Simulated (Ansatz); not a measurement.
## Two runs on Ni2O2

System: Ni2O2, charge −1, multiplicity 2.
Method of the first run: UKS PBE0-D4/def2-TZVPD (Ansatz 0.2.0).

The geometry comes from this level: PBE0-D4/def2-SVPD. Text and figures count atoms from 1; the logs count them from 0 in places.

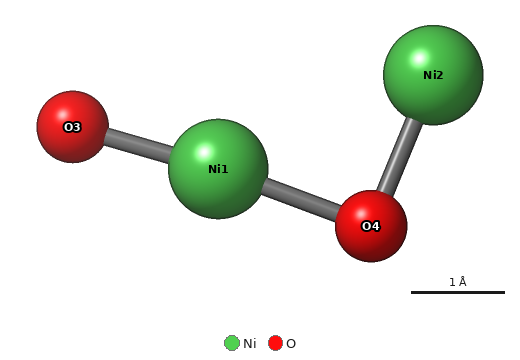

**Figure 1.** The structure as given in the input (ball-and-stick view, seen on its broad side; atoms are numbered from 1 in the order of the input). Sticks mark near contacts. Bond lengths as drawn: Ni–O 1.65 to 1.78 Å.

**Input, the first run**
```yaml
crystal:
  periodic: [false, false, false]
  atoms:
    - {symbol: Ni, position_ang: [-0.069325, -0.541872, 0.327075]}
    - {symbol: Ni, position_ang: [0.031046, 1.597752, -1.021169]}
    - {symbol: O, position_ang: [-1.137063, -1.724227, 0.740567]}
    - {symbol: O, position_ang: [1.175343, 0.668358, -0.046472]}
basis:
  gaussian: {orbitals: def2-TZVPD, initial_orbitals: start.molden}
total_charge: -1
magnetization: {spin_polarized: true, initial_magnetization: 1}
hamiltonian: {xc: pbe0, dispersion: d4}
scf: {omitted_lower_state_checks: [starts]}
output: {orbitals: {seedname: orbitals}}
```

Command:
```bash
ansatz run in.yaml --threads 4 --pin off --events-out ev --progress --plain --max-ram 3916MiB
```

Hardware: 4 threads of Arm Neoverse V2, 23 GiB of memory available, shared host.

**Output (the first run)**
```
Functional definition: PBE0
  parameter a = 0.25
  parameter kappa = 0.804
  parameter beta = 0.06672455060314922
  exchange = (1 - a)*pbe_x(kappa = kappa, mu = beta*pi^2/3) + a*exact_x
  correlation = pbe_c(beta = beta)
these checks for a lower state are left out or cut short: starts
1506 factors; their error is unknown
mean field evaluation 1: about -86146.9568 eV, gradient 1.4e2 eV
mean field evaluation 2: about -86158.2994 eV, gradient 1.7e1 eV
mean field evaluation 4: about -86165.7229 eV, gradient 1.2e1 eV
mean field evaluation 8: about -86166.5229 eV, gradient 1.6e-1 eV
mean field evaluation 16: about -86166.5270 eV, gradient 1.3e-2 eV
mean field evaluation 32: about -86166.5993 eV, gradient 1.9e-2 eV
mean field -86166.59932710 eV, -3166.5641194522 hartree, gradient 6.6e-6 eV, S^2 2.088690; 1 other end points of the search recorded, 0 dependent functions left out
reference -86166.59935715 eV, -3166.5641205565 hartree; 37, 36 occupied and 139, 140 virtual orbitals, 1506 factors
Total energy: -86166.68880532 eV, -3166.5674077160 hartree
Checks for a lower state left out: starts
```

For the second run the input was changed thus:
```diff
-hamiltonian: {xc: pbe0, dispersion: d4}
+hamiltonian: {xc: r2scan, dispersion: d4}
```

Predict how the results change.

The total energies belong to different models, so their difference says nothing on which is more stable or more accurate. The HOMO goes from −1.09 to −0.16 eV. The LUMO goes from 1.30 to 0.72 eV. On the same kind of shared host the second run took about 0.54 times as long.

**Output (the second run)**
```
Functional definition: r2SCAN
  parameter k0 = 0.174
  parameter k1 = 0.065
  parameter a1 = 4.9479
  exchange = r2scan_x(k0 = k0, k1 = k1, a1 = a1)
  correlation = r2scan_c
these checks for a lower state are left out or cut short: starts
1292 factors; their error is unknown
mean field evaluation 1: about -86182.2187 eV, gradient 5.6e0 eV
mean field evaluation 2: about -86182.4656 eV, gradient 1.0e0 eV
mean field evaluation 4: about -86182.4401 eV, gradient 1.2e-1 eV
mean field evaluation 8: about -86182.4405 eV, gradient 4.4e-5 eV
mean field evaluation 16: about -86182.4405 eV, gradient 7.9e-6 eV
mean field -86182.44050973 eV, -3167.1462721763 hartree, gradient 7.9e-6 eV, S^2 2.035270; 0 other end points of the search recorded, 0 dependent functions left out
reference -86182.44053670 eV, -3167.1462731674 hartree; 37, 36 occupied and 139, 140 virtual orbitals, 1292 factors
Total energy: -86182.46329044 eV, -3167.1471093521 hartree
Checks for a lower state left out: starts
```

**The two runs side by side**

| quantity | the first run | the second run |
| --- | --- | --- |
| outcome | converged | converged |
| total energy (hartree) | −3166.567408 | −3167.147109 |
| HOMO (eV) | −1.09 | −0.16 |
| LUMO (eV) | 1.30 | 0.72 |
| ⟨S²⟩ | 2.089 | 2.035 |
| basis functions | 176 | 176 |
| wall time (shared host) | 40 s | 22 s |

For the first run: ⟨S²⟩ is 2.09 against 0.75 for a pure state: the solution is spin-contaminated. For the second run: ⟨S²⟩ is 2.04 against 0.75 for a pure state: the solution is spin-contaminated.
